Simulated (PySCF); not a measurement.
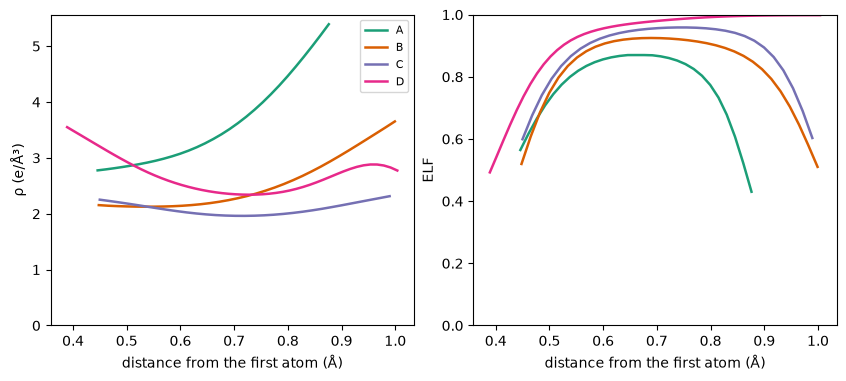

*C4H8NO (doublet). Electron density and electron localisation function along straight lines between neighbouring atoms. The curves leave out the atomic cores.*

Geometry: GFN2-xTB.

The calculation used UKS B3LYP, pcH-1 on C H N O, non-relativistic, mean-field spin-orbit, GIAO (PySCF).

Input

```
{"job": {"kind": "epr", "basis": "pcH-1"}, "charge": 0, "multiplicity": 2}
C     -0.598766    -0.315283    -1.274024
C     -0.288275     0.038377     0.135677
C     -1.393327     0.396966     1.051456
C      1.054862     0.049189     0.652499
N      2.059335    -0.301077    -0.223650
O      1.322914     0.308250     1.824312
H     -0.183245     0.421023    -1.968483
H     -0.177073    -1.286961    -1.538784
H     -1.674659    -0.350010    -1.427177
H     -0.989558     0.656575     2.026800
H     -1.966734     1.238360     0.655174
H     -2.089067    -0.438691     1.160888
H      2.997464    -0.176357     0.119734
H      1.925450    -0.240834    -1.216588
```

Launched as:

```sh
OMP_NUM_THREADS=1 python probes_run.py task.json out
```

Which curve belongs to which contact (C–C, C–N, C–O and N–H)? The first atom named is at distance zero.

Curve A: C–O (1.23 Å): ρ is about 3.1 e/Å³ halfway; the ELF peaks at about 0.85 between the atoms; a polar covalent bond. Curve B: C–N (1.38 Å): ρ is about 2.2 e/Å³ halfway; the ELF peaks at about 0.90 between the atoms, as expected for localised, covalent bonding. Curve C: C–C (1.44 Å): ρ is about 2 e/Å³ halfway; the ELF peaks at about 0.95 between the atoms; a covalent bond. Curve D: N–H (1.00 Å): ρ at the midpoint is about 2.9 e/Å³; the ELF climbs to about 1 towards the hydrogen, as it does in any bond to H (an ordinary covalent bond to hydrogen).
